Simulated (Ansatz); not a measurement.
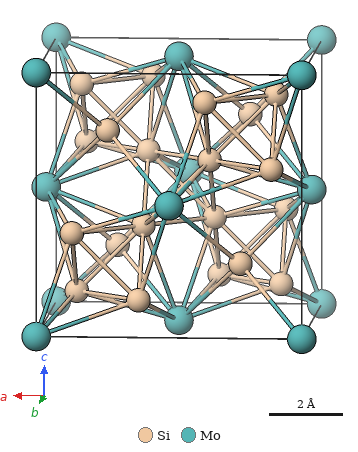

Solid Si₅Mo (a generated structure, set up in F-43m) (coarse preliminary run), before the relaxation. A ball-and-stick model of the conventional cell (4 times the calculation's cell), seen from a free direction. Lengths and directions refer to the drawn axes.

Computed with DFT PBE, scalar-relativistic, plane waves, PAW in Ansatz.

Input
```yaml
crystal:
  lattice:
    - [0.0, 3.66139537, 3.66139537]
    - [3.66139537, 0.0, 3.66139537]
    - [3.66139537, 3.66139537, 0.0]
  atoms:
    - { symbol: Si, position: [0.25, 0.25, 0.25] }
    - { symbol: Si, position: [0.12615657, 0.62461448, 0.62461448] }
    - { symbol: Si, position: [0.62461448, 0.62461448, 0.62461448] }
    - { symbol: Si, position: [0.62461448, 0.62461448, 0.12615657] }
    - { symbol: Si, position: [0.62461448, 0.12615657, 0.62461448] }
    - { symbol: Mo, position: [0.0, 0.0, 0.0] }
basis:
  ecutwfc: 420
kpoints:
  mp_grid: { grid: [4, 4, 4] }
hamiltonian:
  xc: pbe
scf:
  occupations: { method: gaussian, width: 0.1 }
  lower_state_search: "off"
output:
  forces: true
  stress: true
  eigenvalues: true
relax:
  adjacent_minimum: "off"
  f_tol: 0.04
  max_steps: 70
  cell: { stress_tol: 0.4 }
```

Command:
```bash
ansatz run input.yaml --threads 1 --pin off --max-ram 2560MiB --backend cpu --events-out ev --progress --plain --runs-dir out
```

Question: Where does the relaxation end?

Answer: Over 2 accepted moves (3 points after the start) the energy falls by 99.5 meV per atom. Largest force component: 0.22 eV/Å at the start, 0.0091 eV/Å at the end. The pressure goes from −12.41 to 0.03 GPa. At 1 point the geometry stayed and the basis and grid were re-selected for the new cell (energy shift of 0.2 meV per atom at most each time). The largest moves relative to the cell, 0.005 Å, are those of Si2, Si3, Si4 and Si5. Si3 goes along [1 −1 1]. Mo stays in place. The volume changes by −13.5 %, with a = b = c 7.323 → 6.976 Å (−4.7 %). Among the contacts that change: Si1–Mo6 3.171 → 3.021 Å, Si2–Mo6 3.037 → 2.892 Å, Si2–Si3 2.597 → 2.466 Å. The space group stays F-43m (No. 216). The run took 7.7 s on 1 thread of Intel(R) Xeon(R) Processor @ 2.70GHz, with other jobs on the host, peak memory 0.36 GiB.

History of the run:

```tsv
step	E − E(0), meV/atom	largest force component, eV/Å	pressure, GPa	volume, Å³/atom	note
0	0.00	0.2249	-12.41	16.361	
1	-98.75	0.1562	-0.36	14.221	
2	-99.71	0.0091	0.05	14.146	
3	-99.50	0.0091	0.03	14.146	same geometry, new basis
```

The structure at the end:

```
Si Mo
1.0
     0.00000    3.48810    3.48810
     3.48810    0.00000    3.48810
     3.48810    3.48810    0.00000
Si Mo
5 1
Cartesian
  1.7440 1.7440 1.7440
  4.3604 2.6158 2.6158
  4.3604 4.3604 4.3604
  2.6158 2.6158 4.3604
  2.6158 4.3604 2.6158
  0.0000 0.0000 0.0000
```

After the run, drawn alike:

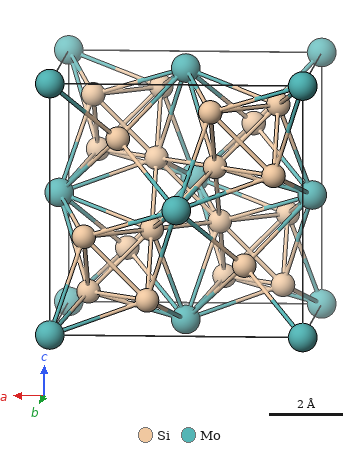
